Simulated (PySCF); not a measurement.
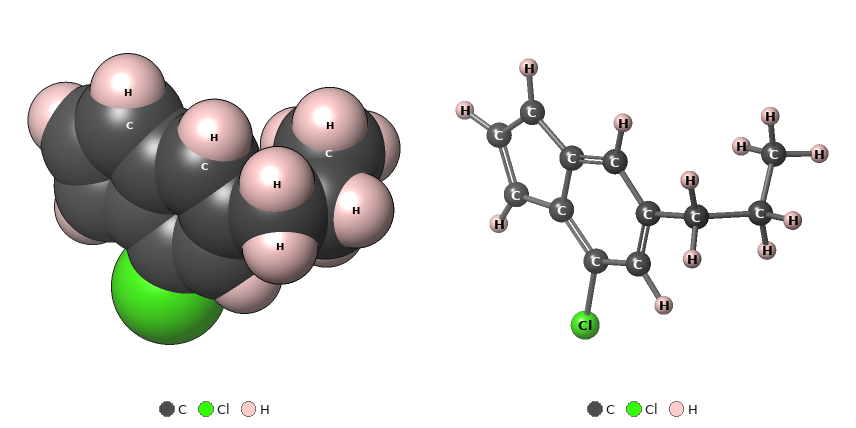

Two views of one molecule.

The species has charge −1 and is a spin singlet.

**Give the formula.**

C₁₂H₁₂Cl⁻, 25 atoms: 12 carbon, 12 hydrogen and 1 chlorine.

**Count the bonded pairs by element.**

13 C–C, 12 C–H, 1 C–Cl.

The parts below concern this one geometry. Atoms keep their numbers from picture to picture. Computed geometry: PBE0-D3(BJ)/def2-SVP optimisation. No frequency run is at hand to confirm it as a minimum.

Symmetry

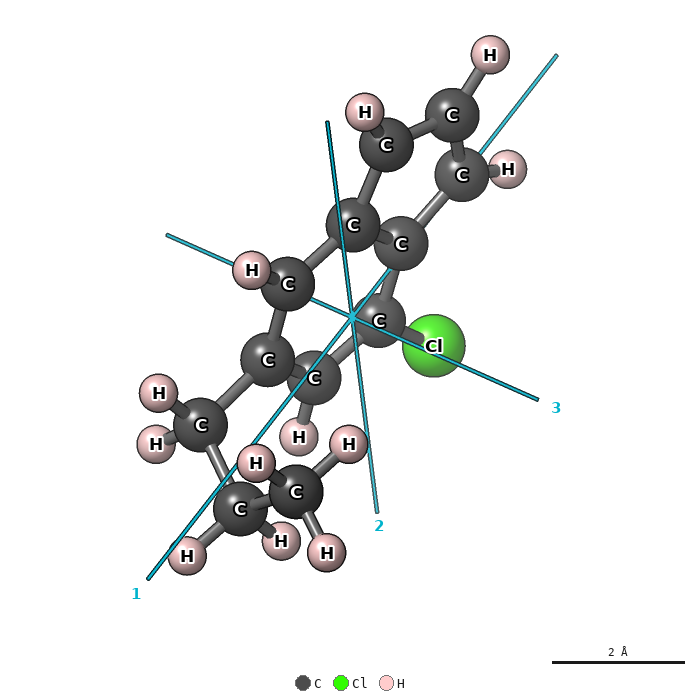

The three principal axes of inertia are drawn and numbered. Depth is shown by fading: the farther an atom, the more it takes the colour of the background. No frequency run is at hand to confirm it as a minimum. Masses are those of the most abundant isotopes; constants are for the rigid equilibrium geometry.

**Which line is the a axis (least moment of inertia), which b and which c?**

a is line 1, b is line 2, c is line 3; the moments are 529, 980, 1380 u Å².

**Classify the rotor and give the rotational constants (cm⁻¹).**

An asymmetric top (C1): A = 0.0318, B = 0.0172, C = 0.0122 cm⁻¹. Ray's parameter κ is −0.49, nearer the prolate limit.

Electronic properties

No frequency run is at hand to confirm it as a minimum. Method: CAM-B3LYP/def2-SVPD, gas phase (PySCF 2.14.0).

**Estimate the mean static polarisability.**

174.0 bohr³.

**Give the HOMO energy (Kohn–Sham orbital) at this level.**

−1.70 eV.

Charges

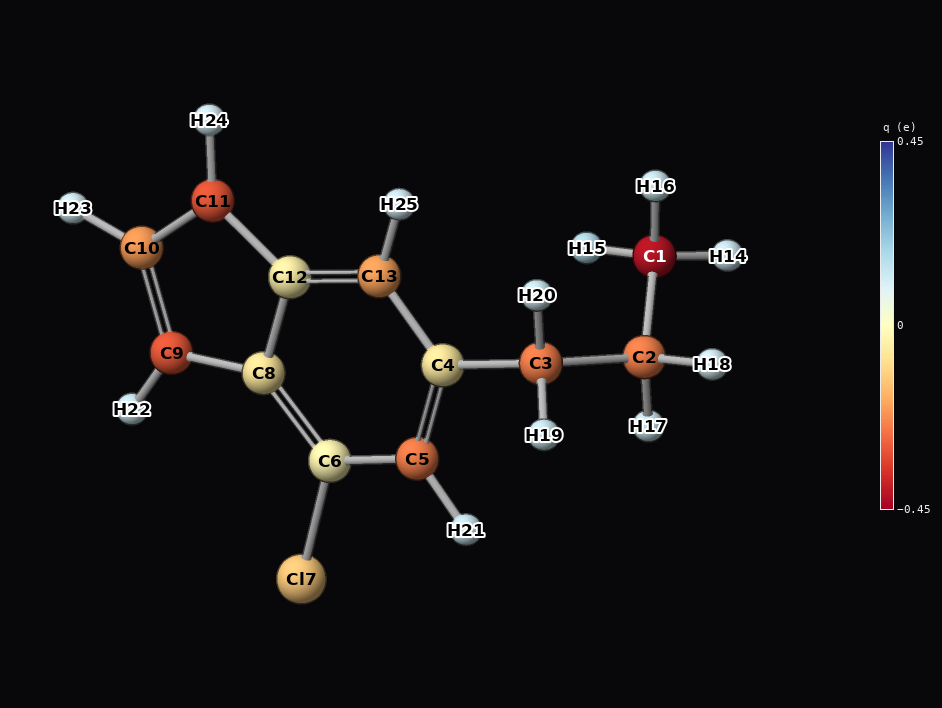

Atoms are coloured by their IAO charges. No frequency run is at hand to confirm it as a minimum. Properties computed with PBE0/pcSseg-1, gas phase (PySCF 2.14.0).

Give the IAO charges atom by atom.

| atom | value (e) |
| --- | --- |
| C1 | −0.41 |
| C2 | −0.24 |
| C3 | −0.24 |
| C4 | −0.06 |
| C5 | −0.24 |
| C6 | −0.02 |
| Cl7 | −0.12 |
| C8 | −0.06 |
| C9 | −0.29 |
| C10 | −0.20 |
| C11 | −0.30 |
| C12 | −0.04 |
| C13 | −0.19 |
| H14 | 0.12 |
| H15 | 0.15 |
| H16 | 0.12 |
| H17 | 0.12 |
| H18 | 0.11 |
| H19 | 0.12 |
| H20 | 0.11 |
| H21 | 0.12 |
| H22 | 0.12 |
| H23 | 0.11 |
| H24 | 0.11 |
| H25 | 0.11 |

NMR shielding

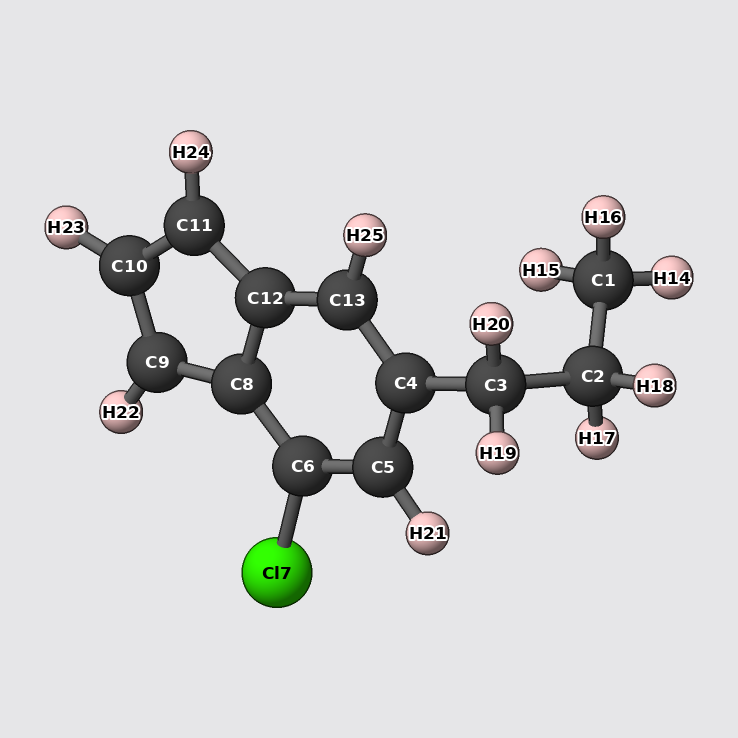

No frequency run is at hand to confirm it as a minimum. Method: GIAO PBE0/pcSseg-1 NMR shielding, non-relativistic, gas phase (PySCF 2.14.0). Principal shieldings σ11 ≤ σ22 ≤ σ33, span Ω = σ33 − σ11, skew κ = 3(σiso − σ22)/Ω.

Give the shielding tensors of the C atoms.

| atom | σ11 | σ22 | σ33 | σiso | Ω | κ |
| --- | --- | --- | --- | --- | --- | --- |
| C1 | 157.2 | 171.9 | 182.0 | 170.4 | 24.8 | −0.19 |
| C2 | 144.8 | 151.6 | 169.0 | 155.1 | 24.1 | 0.44 |
| C3 | 130.6 | 137.8 | 158.9 | 142.5 | 28.3 | 0.49 |
| C4 | −25.5 | 52.0 | 164.6 | 63.7 | 190.2 | 0.18 |
| C5 | −10.1 | 87.7 | 141.3 | 73.0 | 151.5 | −0.29 |
| C6 | −29.2 | 81.7 | 102.6 | 51.7 | 131.8 | −0.68 |
| C8 | −15.2 | 22.8 | 157.1 | 54.9 | 172.3 | 0.56 |
| C9 | 21.3 | 91.3 | 157.4 | 90.0 | 136.1 | −0.03 |
| C10 | −26.6 | 55.0 | 157.0 | 61.8 | 183.6 | 0.11 |
| C11 | 22.3 | 92.6 | 149.6 | 88.2 | 127.3 | −0.11 |
| C12 | −23.9 | 12.6 | 159.5 | 49.4 | 183.4 | 0.60 |
| C13 | −28.1 | 70.6 | 146.7 | 63.1 | 174.8 | −0.13 |

Shieldings and span in ppm.

Quadrupole coupling

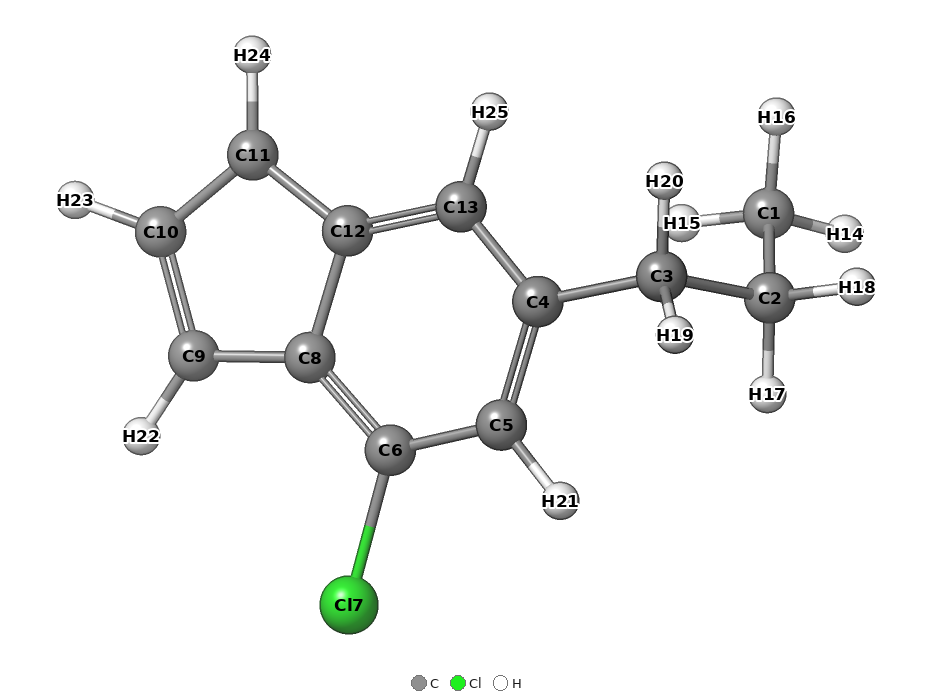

No frequency run is at hand to confirm it as a minimum. Electric field gradients from the ground-state density, PBE0/pcSseg-1 (PySCF 2.14.0), non-relativistic apart from any core potentials.

Give the largest field-gradient component, the quadrupole coupling constant and the asymmetry for 35Cl at Cl7 (Q = −81.7 mb).

```tsv
atom	V_zz (a.u.)	e²qQ/h (MHz)	η
Cl7	3.562	−68.4	0.06
```
